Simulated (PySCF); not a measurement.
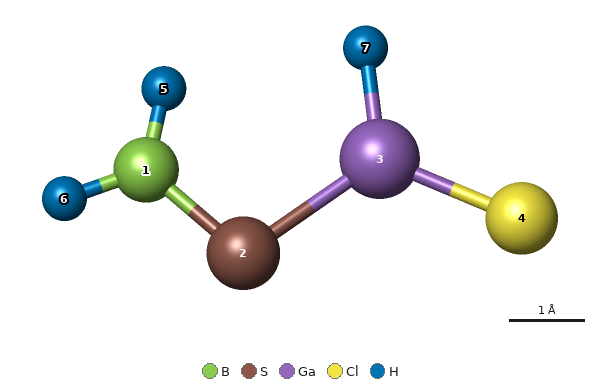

**Figure 1.** The structure (ball-and-stick view, seen at a tilt; atoms are numbered from 1 in the order of the input). Sticks mark near contacts. Bond lengths as drawn: B–H 1.17 to 1.18 Å, B–S 1.76 Å, Cl–Ga 2.08 Å, Ga–H 1.58 Å and Ga–S 2.26 Å.

## Single-point calculation, with input and output: GaBH$_{3}$SCl

System: GaBH$_{3}$SCl, SMILES B[S][GaH][Cl].
Method: CCSD(T)/aug-cc-pVDZ, RHF (PySCF 2.14.0).

The geometry comes from this level: GFN2-xTB.

## What the program printed
```
PySCF version 2.14.0

[INPUT] num. atoms = 7
[INPUT] num. electrons = 72
[INPUT] charge = 0
[INPUT] spin (= nelec alpha-beta = 2S) = 0
[INPUT] symmetry False subgroup None
[INPUT] Mole.unit = angstrom
[INPUT] Symbol           X                Y                Z      unit          X                Y                Z       unit  Magmom
[INPUT]  1 B     -0.709580000000   1.420210000000   0.455740000000 AA   -1.340911863469   2.683807939369   0.861223784009 Bohr   0.0
[INPUT]  2 S     -1.321410000000  -0.171280000000   0.028980000000 AA   -2.497102998262  -0.323672290616   0.054764263090 Bohr   0.0
[INPUT]  3 Ga     0.591850000000  -1.290330000000  -0.413750000000 AA    1.118434406824  -2.438370310310  -0.781874184039 Bohr   0.0
[INPUT]  4 Cl     0.510000000000  -3.293120000000  -0.976830000000 AA    0.963760323528  -6.223094895328  -1.845941170259 Bohr   0.0
[INPUT]  5 H      0.445330000000   1.638810000000   0.442920000000 AA    0.841551735053   3.096902070198   0.836997495092 Bohr   0.0
[INPUT]  6 H     -1.492500000000   2.234210000000   0.744920000000 AA   -2.820416240913   4.222045004765   1.407694784711 Bohr   0.0
[INPUT]  7 H      1.976300000000  -0.538500000000  -0.281980000000 AA    3.734665739978  -1.017617518078  -0.532864972605 Bohr   0.0

nuclear repulsion = 388.246616879034
number of shells = 48
number of NR pGTOs = 254
number of NR cGTOs = 140
basis = aug-cc-pvdz
ecp = {}

******** <class 'pyscf.scf.hf.RHF'> ********
method = RHF
initial guess = minao
damping factor = 0
level_shift factor = 0
DIIS = <class 'pyscf.scf.diis.CDIIS'>
diis_start_cycle = 1
diis_space = 8
diis_damp = 0
SCF conv_tol = 1e-10
SCF conv_tol_grad = None
SCF max_cycles = 50
direct_scf = True
direct_scf_tol = 1e-13
Set gradient conv threshold to 1e-05
Initial guess from minao.
init E= -2806.55868993027
  HOMO = -0.308435452135426  LUMO = -0.00318198248100909  gap/eV = 8.30637
cycle= 1 E= -2806.73004034442  delta_E= -0.171  |g|= 0.378  |ddm|= 2.46
  HOMO = -0.403850759675003  LUMO = 0.00364460911471598  gap/eV = 11.08851
cycle= 2 E= -2806.78425973272  delta_E= -0.0542  |g|= 0.159  |ddm|= 0.759
  HOMO = -0.404889015108917  LUMO = 0.0234412624200253  gap/eV = 11.65546
cycle= 3 E= -2806.79276311995  delta_E= -0.0085  |g|= 0.0363  |ddm|= 0.303
  HOMO = -0.402533993200595  LUMO = 0.0242341783973434  gap/eV = 11.61295
cycle= 4 E= -2806.79360213405  delta_E= -0.000839  |g|= 0.00578  |ddm|= 0.152
  HOMO = -0.404257155252072  LUMO = 0.0240172320864418  gap/eV = 11.65394
cycle= 5 E= -2806.79362865461  delta_E= -2.65e-05  |g|= 0.00192  |ddm|= 0.0165
  HOMO = -0.40403587012768  LUMO = 0.0240162593675963  gap/eV = 11.64789
cycle= 6 E= -2806.79363204555  delta_E= -3.39e-06  |g|= 0.000667  |ddm|= 0.00529
  HOMO = -0.40410229018686  LUMO = 0.0240431034302295  gap/eV = 11.65043
cycle= 7 E= -2806.79363250152  delta_E= -4.56e-07  |g|= 0.000167  |ddm|= 0.00239
  HOMO = -0.404093092060286  LUMO = 0.0240427312398208  gap/eV = 11.65017
cycle= 8 E= -2806.79363253218  delta_E= -3.07e-08  |g|= 5.63e-05  |ddm|= 0.000535
  HOMO = -0.404083264633373  LUMO = 0.0240442886185015  gap/eV = 11.64994
cycle= 9 E= -2806.79363253551  delta_E= -3.33e-09  |g|= 1.51e-05  |ddm|= 0.000194
  HOMO = -0.404084055793481  LUMO = 0.024043567563091  gap/eV = 11.64995
cycle= 10 E= -2806.79363253577  delta_E= -2.59e-10  |g|= 4.72e-06  |ddm|= 6.18e-05
  HOMO = -0.404083165087221  LUMO = 0.0240437281959598  gap/eV = 11.64993
cycle= 11 E= -2806.79363253579  delta_E= -2.32e-11  |g|= 1.24e-06  |ddm|= 1.45e-05
  HOMO = -0.404083240889885  LUMO = 0.024043724461178  gap/eV = 11.64993
Extra cycle  E= -2806.79363253579  delta_E= -1.82e-12  |g|= 5.75e-07  |ddm|= 2.81e-06
converged SCF energy = -2806.79363253579

******** <class 'pyscf.cc.ccsd.CCSD'> ********
CC2 = 0
CCSD nocc = 16, nmo = 120
frozen orbitals 20
max_cycle = 50
direct = 0
conv_tol = 1e-07
conv_tol_normt = 1e-05
diis_space = 6
diis_start_cycle = 0
diis_start_energy_diff = 1e+09
Init t2, MP2 energy = -2807.25141042817  E_corr(MP2) -0.457777892375409
Init E_corr(CCSD) = -0.457777892375583
cycle = 1  E_corr(CCSD) = -0.48955572486098  dE = -0.0317778325  norm(t1,t2) = 0.0626764
cycle = 2  E_corr(CCSD) = -0.501430949232841  dE = -0.0118752244  norm(t1,t2) = 0.0189419
cycle = 3  E_corr(CCSD) = -0.504099559391358  dE = -0.00266861016  norm(t1,t2) = 0.01007
cycle = 4  E_corr(CCSD) = -0.505751256226169  dE = -0.00165169683  norm(t1,t2) = 0.00384069
cycle = 5  E_corr(CCSD) = -0.505512717712488  dE = 0.000238538514  norm(t1,t2) = 0.00159206
cycle = 6  E_corr(CCSD) = -0.505479838258517  dE = 3.2879454e-05  norm(t1,t2) = 0.000431476
cycle = 7  E_corr(CCSD) = -0.505500658120008  dE = -2.08198615e-05  norm(t1,t2) = 0.000168761
cycle = 8  E_corr(CCSD) = -0.505503983682585  dE = -3.32556258e-06  norm(t1,t2) = 5.57964e-05
cycle = 9  E_corr(CCSD) = -0.505503362602386  dE = 6.21080199e-07  norm(t1,t2) = 2.50172e-05
cycle = 10  E_corr(CCSD) = -0.505503202092661  dE = 1.60509726e-07  norm(t1,t2) = 1.05462e-05
cycle = 11  E_corr(CCSD) = -0.505503106598876  dE = 9.54937849e-08  norm(t1,t2) = 3.15491e-06
```

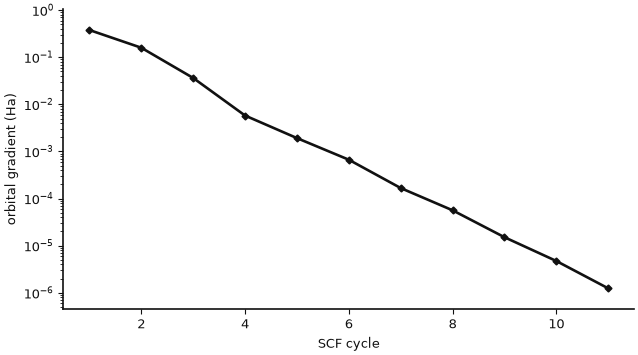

**Figure 2.** Convergence of the self-consistent field: orbital gradient against the SCF cycle. The residual falls at every step.

```
CCSD converged
E(CCSD) = -2807.299135642391  E_corr = -0.5055031065988758
CCSD(T) correction = -0.0177939088395032
Final energy -2807.3169295512303
**** SCF Summaries ****
Total Energy =                       -2806.793632535791858
Nuclear Repulsion Energy =             388.246616879033752
One-electron Energy =                -4677.715116567808764
Two-electron Energy =                 1482.674867152982870
Two-electron Coulomb Energy =         1613.877056579714235
DFT Exchange-Correlation Energy =     -131.202189426731366
HOMO-LUMO gap [eV] =                    11.649928119738936
**** MO energy ****
MO #1   energy= -378.930535949357  occ= 2
MO #2   energy= -104.831901584547  occ= 2
MO #3   energy= -91.9548750007079  occ= 2
MO #4   energy= -48.275283036826   occ= 2
MO #5   energy= -42.605640586309   occ= 2
MO #6   energy= -42.6030353525269  occ= 2
MO #7   energy= -42.6026441548711  occ= 2
MO #8   energy= -10.5603687948805  occ= 2
MO #9   energy= -8.96082563753588  occ= 2
MO #10  energy= -8.02747446714494  occ= 2
MO #11  energy= -8.02509711577697  occ= 2
MO #12  energy= -8.02486428753774  occ= 2
MO #13  energy= -7.63571195619274  occ= 2
MO #14  energy= -6.64224147883597  occ= 2
MO #15  energy= -6.64106018483896  occ= 2
MO #16  energy= -6.64042644419787  occ= 2
MO #17  energy= -6.47918381749367  occ= 2
MO #18  energy= -4.57379101106778  occ= 2
MO #19  energy= -4.570271243707    occ= 2
MO #20  energy= -4.56778215426302  occ= 2
MO #21  energy= -1.28296778126595  occ= 2
MO #22  energy= -1.27616934408541  occ= 2
MO #23  energy= -1.27429548869159  occ= 2
MO #24  energy= -1.2725161313825   occ= 2
MO #25  energy= -1.27224159251028  occ= 2
MO #26  energy= -1.08704786690096  occ= 2
MO #27  energy= -0.974767284781468 occ= 2
MO #28  energy= -0.684374827443989 occ= 2
MO #29  energy= -0.615116264495388 occ= 2
MO #30  energy= -0.544932218402921 occ= 2
MO #31  energy= -0.506192268789732 occ= 2
MO #32  energy= -0.481006433545092 occ= 2
MO #33  energy= -0.480979780011538 occ= 2
MO #34  energy= -0.46431971720888  occ= 2
MO #35  energy= -0.40866828612159  occ= 2
MO #36  energy= -0.404083240889885 occ= 2
MO #37  energy= 0.024043724461178  occ= 0
MO #38  energy= 0.0307924116199833 occ= 0
MO #39  energy= 0.0325824464737001 occ= 0
MO #40  energy= 0.0395580959744111 occ= 0
MO #41  energy= 0.0451785118387131 occ= 0
MO #42  energy= 0.0559791377032348 occ= 0
MO #43  energy= 0.0639118050406885 occ= 0
MO #44  energy= 0.0646824978760236 occ= 0
MO #45  energy= 0.0814255411713378 occ= 0
MO #46  energy= 0.0991103717297404 occ= 0
MO #47  energy= 0.104146625723462  occ= 0
MO #48  energy= 0.119180395046606  occ= 0
MO #49  energy= 0.124846530249816  occ= 0
MO #50  energy= 0.132482181228182  occ= 0
MO #51  energy= 0.134810595573384  occ= 0
MO #52  energy= 0.145109510785932  occ= 0
MO #53  energy= 0.14720592492067   occ= 0
MO #54  energy= 0.166241505898099  occ= 0
MO #55  energy= 0.169823539018198  occ= 0
MO #56  energy= 0.173257273316906  occ= 0
MO #57  energy= 0.179031579490092  occ= 0
MO #58  energy= 0.181481910509608  occ= 0
MO #59  energy= 0.213542516030401  occ= 0
MO #60  energy= 0.217112719328976  occ= 0
MO #61  energy= 0.221784854269282  occ= 0
MO #62  energy= 0.243257071983254  occ= 0
MO #63  energy= 0.256159875962836  occ= 0
MO #64  energy= 0.28986430498377   occ= 0
MO #65  energy= 0.301648045562497  occ= 0
MO #66  energy= 0.313902336359918  occ= 0
MO #67  energy= 0.316504173056003  occ= 0
MO #68  energy= 0.329651854881016  occ= 0
MO #69  energy= 0.337309566197783  occ= 0
MO #70  energy= 0.351157202184427  occ= 0
MO #71  energy= 0.373078081246289  occ= 0
MO #72  energy= 0.383414022119189  occ= 0
MO #73  energy= 0.391150833930074  occ= 0
MO #74  energy= 0.410855358444031  occ= 0
MO #75  energy= 0.416261583263139  occ= 0
MO #76  energy= 0.439896232646849  occ= 0
MO #77  energy= 0.452472838107336  occ= 0
MO #78  energy= 0.453181064161102  occ= 0
MO #79  energy= 0.463877125279406  occ= 0
MO #80  energy= 0.47688901237423   occ= 0
MO #81  energy= 0.48670087746557   occ= 0
MO #82  energy= 0.498478876551531  occ= 0
MO #83  energy= 0.511056202122636  occ= 0
MO #84  energy= 0.516736549584493  occ= 0
MO #85  energy= 0.527854983321846  occ= 0
MO #86  energy= 0.537040757599839  occ= 0
MO #87  energy= 0.553128070708985  occ= 0
MO #88  energy= 0.572906224893051  occ= 0
MO #89  energy= 0.579926103605885  occ= 0
MO #90  energy= 0.607379552722975  occ= 0
MO #91  energy= 0.615191578389633  occ= 0
MO #92  energy= 0.626776804021341  occ= 0
MO #93  energy= 0.641144787385344  occ= 0
MO #94  energy= 0.670384000969571  occ= 0
MO #95  energy= 0.73332453580135   occ= 0
MO #96  energy= 0.73765788594066   occ= 0
MO #97  energy= 0.757269656973063  occ= 0
MO #98  energy= 0.768917385700979  occ= 0
MO #99  energy= 0.772842942501295  occ= 0
MO #100 energy= 0.809919276866045  occ= 0
MO #101 energy= 0.876699052574553  occ= 0
MO #102 energy= 0.914360011662898  occ= 0
MO #103 energy= 0.920272025680271  occ= 0
MO #104 energy= 0.9375805589758    occ= 0
MO #105 energy= 0.957456702269647  occ= 0
MO #106 energy= 0.995799561876124  occ= 0
MO #107 energy= 1.02130939723753   occ= 0
MO #108 energy= 1.07378509791854   occ= 0
MO #109 energy= 1.07641733823813   occ= 0
MO #110 energy= 1.10222967087948   occ= 0
MO #111 energy= 1.11533912142074   occ= 0
MO #112 energy= 1.14738822102234   occ= 0
MO #113 energy= 1.18464608699891   occ= 0
MO #114 energy= 1.23068812628811   occ= 0
MO #115 energy= 1.23886348897547   occ= 0
MO #116 energy= 1.24592323902239   occ= 0
MO #117 energy= 1.27288319069954   occ= 0
MO #118 energy= 1.3161114408987    occ= 0
MO #119 energy= 1.33486393307186   occ= 0
MO #120 energy= 1.35979383381844   occ= 0
MO #121 energy= 1.40295033546426   occ= 0
MO #122 energy= 1.43244510706452   occ= 0
MO #123 energy= 1.4333510640189    occ= 0
MO #124 energy= 1.48203386366457   occ= 0
MO #125 energy= 1.48658840053752   occ= 0
MO #126 energy= 1.51279212264088   occ= 0
MO #127 energy= 1.54132511735171   occ= 0
MO #128 energy= 1.66375183609457   occ= 0
MO #129 energy= 1.71298027811764   occ= 0
MO #130 energy= 1.73915509791874   occ= 0
MO #131 energy= 1.76938663512357   occ= 0
MO #132 energy= 1.8905203027234    occ= 0
MO #133 energy= 2.02364136189626   occ= 0
MO #134 energy= 2.05753177518311   occ= 0
MO #135 energy= 2.16723187462353   occ= 0
MO #136 energy= 2.17292915475367   occ= 0
MO #137 energy= 2.20931307165587   occ= 0
MO #138 energy= 2.42890756044862   occ= 0
MO #139 energy= 2.70200409731004   occ= 0
MO #140 energy= 2.72868982822959   occ= 0
 ** Mulliken pop on meta-lowdin orthogonal AOs  **
 ** Mulliken pop  **
pop of  0 B 1s            1.99993
pop of  0 B 2s            0.89768
pop of  0 B 3s            0.00611
pop of  0 B 4s            0.00050
pop of  0 B 2px           1.00348
pop of  0 B 2py           0.81889
pop of  0 B 2pz           0.28626
pop of  0 B 3px           0.00698
pop of  0 B 3py           0.00608
pop of  0 B 3pz           0.00056
pop of  0 B 4px           0.00064
pop of  0 B 4py           0.00073
pop of  0 B 4pz           0.00020
pop of  0 B 3dxy          0.00198
pop of  0 B 3dyz          0.00375
pop of  0 B 3dz^2         0.00258
pop of  0 B 3dxz          0.00039
pop of  0 B 3dx2-y2       0.00381
pop of  0 B 4dxy          0.00082
pop of  0 B 4dyz          0.00010
pop of  0 B 4dz^2         0.00020
pop of  0 B 4dxz          0.00013
pop of  0 B 4dx2-y2       0.00019
pop of  1 S 1s            2.00000
pop of  1 S 2s            1.99997
pop of  1 S 3s            1.61400
pop of  1 S 4s            0.00357
pop of  1 S 5s            0.00127
pop of  1 S 2px           1.99999
pop of  1 S 2py           1.99999
pop of  1 S 2pz           1.99999
pop of  1 S 3px           1.59515
pop of  1 S 3py           1.29509
pop of  1 S 3pz           1.62663
pop of  1 S 4px           0.00276
pop of  1 S 4py           0.00605
pop of  1 S 4pz           0.00104
pop of  1 S 5px           0.00124
pop of  1 S 5py           0.00096
pop of  1 S 5pz           0.00142
pop of  1 S 3dxy          0.00920
pop of  1 S 3dyz          0.00210
pop of  1 S 3dz^2         0.00425
pop of  1 S 3dxz          0.00609
pop of  1 S 3dx2-y2       0.00491
pop of  1 S 4dxy          0.00064
pop of  1 S 4dyz          0.00013
pop of  1 S 4dz^2         0.00035
pop of  1 S 4dxz          0.00049
pop of  1 S 4dx2-y2       0.00062
pop of  2 Ga 1s           2.00000
pop of  2 Ga 2s           1.99992
pop of  2 Ga 3s           1.99718
pop of  2 Ga 4s           0.92402
pop of  2 Ga 5s           0.00688
pop of  2 Ga 6s           0.00035
pop of  2 Ga 2px          2.00000
pop of  2 Ga 2py          2.00000
pop of  2 Ga 2pz          2.00000
pop of  2 Ga 3px          1.99998
pop of  2 Ga 3py          1.99996
pop of  2 Ga 3pz          1.99994
pop of  2 Ga 4px          0.67546
pop of  2 Ga 4py          0.47621
pop of  2 Ga 4pz          0.20885
pop of  2 Ga 5px          0.01156
pop of  2 Ga 5py          0.01107
pop of  2 Ga 5pz          0.00212
pop of  2 Ga 6px          0.00168
pop of  2 Ga 6py          0.00121
pop of  2 Ga 6pz          0.00048
pop of  2 Ga 3dxy         1.99944
pop of  2 Ga 3dyz         1.99963
pop of  2 Ga 3dz^2        1.99936
pop of  2 Ga 3dxz         1.99983
pop of  2 Ga 3dx2-y2      1.99944
pop of  2 Ga 4dxy         0.00543
pop of  2 Ga 4dyz         0.00320
pop of  2 Ga 4dz^2        0.00212
pop of  2 Ga 4dxz         0.00173
pop of  2 Ga 4dx2-y2      0.00445
pop of  2 Ga 5dxy         0.00456
pop of  2 Ga 5dyz         0.00149
pop of  2 Ga 5dz^2        0.00091
pop of  2 Ga 5dxz         0.00109
pop of  2 Ga 5dx2-y2      0.00159
pop of  3 Cl 1s           2.00000
pop of  3 Cl 2s           1.99998
pop of  3 Cl 3s           1.81764
pop of  3 Cl 4s           0.00136
pop of  3 Cl 5s           0.00091
pop of  3 Cl 2px          2.00000
pop of  3 Cl 2py          2.00000
pop of  3 Cl 2pz          2.00000
pop of  3 Cl 3px          1.93894
pop of  3 Cl 3py          1.65773
pop of  3 Cl 3pz          1.87549
pop of  3 Cl 4px          0.00292
pop of  3 Cl 4py          0.00117
pop of  3 Cl 4pz          0.00047
pop of  3 Cl 5px          0.00144
pop of  3 Cl 5py          0.00090
pop of  3 Cl 5pz          0.00139
pop of  3 Cl 3dxy         0.00269
pop of  3 Cl 3dyz         0.00510
pop of  3 Cl 3dz^2        0.00227
pop of  3 Cl 3dxz         0.00023
pop of  3 Cl 3dx2-y2      0.00728
pop of  3 Cl 4dxy         0.00043
pop of  3 Cl 4dyz         0.00063
pop of  3 Cl 4dz^2        0.00026
pop of  3 Cl 4dxz         0.00004
pop of  3 Cl 4dx2-y2      0.00076
pop of  4 H 1s            1.00577
pop of  4 H 2s            0.00447
pop of  4 H 3s            0.00160
pop of  4 H 2px           0.00186
pop of  4 H 2py           0.00088
pop of  4 H 2pz           0.00007
pop of  4 H 3px           0.00072
pop of  4 H 3py           0.00058
pop of  4 H 3pz           0.00008
pop of  5 H 1s            0.98797
pop of  5 H 2s            0.00557
pop of  5 H 3s            0.00158
pop of  5 H 2px           0.00150
pop of  5 H 2py           0.00155
pop of  5 H 2pz           0.00019
pop of  5 H 3px           0.00105
pop of  5 H 3py           0.00064
pop of  5 H 3pz           0.00009
pop of  6 H 1s            1.09654
pop of  6 H 2s            0.00214
pop of  6 H 3s            0.00038
pop of  6 H 2px           0.00223
pop of  6 H 2py           0.00070
pop of  6 H 2pz           0.00007
pop of  6 H 3px           0.00031
pop of  6 H 3py           0.00040
pop of  6 H 3pz           0.00010
 ** Mulliken atomic charges  **
charge of    0B =     -0.04197
charge of    1S =     -0.17787
charge of    2Ga =      0.65891
charge of    3Cl =     -0.32003
charge of    4H =     -0.01603
charge of    5H =     -0.00014
charge of    6H =     -0.10287
Dipole moment(X, Y, Z, Debye):  1.11299,  0.99185,  0.20115
```

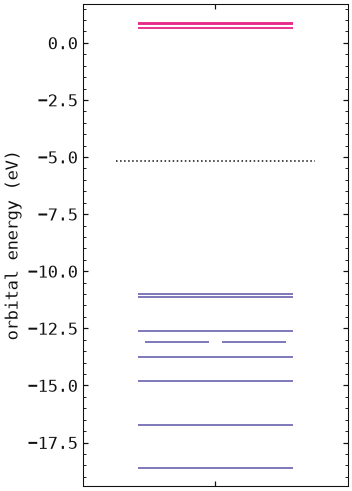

**Figure 3.** Orbital energies near the frontier (SCF reference); the dotted line parts filled from empty levels, and levels within 0.02 eV of each other stand side by side. Highest filled −11.00 eV, lowest empty 0.65 eV, 11.65 eV apart.

This output came from the following input.

## Input (input.py)
```python
from pyscf import gto, scf, cc

system = gto.M(
    atom='''
B   -0.709580   1.420210   0.455740
S   -1.321410  -0.171280   0.028980
Ga   0.591850  -1.290330  -0.413750
Cl   0.510000  -3.293120  -0.976830
H    0.445330   1.638810   0.442920
H   -1.492500   2.234210   0.744920
H    1.976300  -0.538500  -0.281980
''',
    spin=0,
    max_memory=1860,
    verbose=4,
    charge=0,
    basis='aug-cc-pvdz',
)

mf = scf.RHF(system)
mf.conv_tol = 1e-10
mf.kernel()
if not mf.converged:
    mf = mf.newton().run(mf.mo_coeff, mf.mo_occ)

mycc = cc.CCSD(mf, frozen=20)
mycc.kernel()
e_t = mycc.ccsd_t()
energy = mycc.e_tot + e_t
print('Final energy', energy)
mf.analyze()
```

Launched with:
```bash
OMP_NUM_THREADS=1 python input.py
```

## Results in brief

```tsv
quantity	value
outcome	converged
total energy	−2807.316930 hartree
SCF energy	−2806.793633 hartree
correlation energy	−0.523297 hartree
(T) correction	−0.017794 hartree
basis functions	140
T1 diagnostic	0.012
HOMO of the SCF reference	−11.00 eV
LUMO of the SCF reference	0.65 eV
hardware	1 thread of Intel Xeon @ 2.50GHz (Skylake/Cascade Lake), 189 GiB of memory available, shared host
wall time	5.8 min
peak memory	2.3 GiB
```
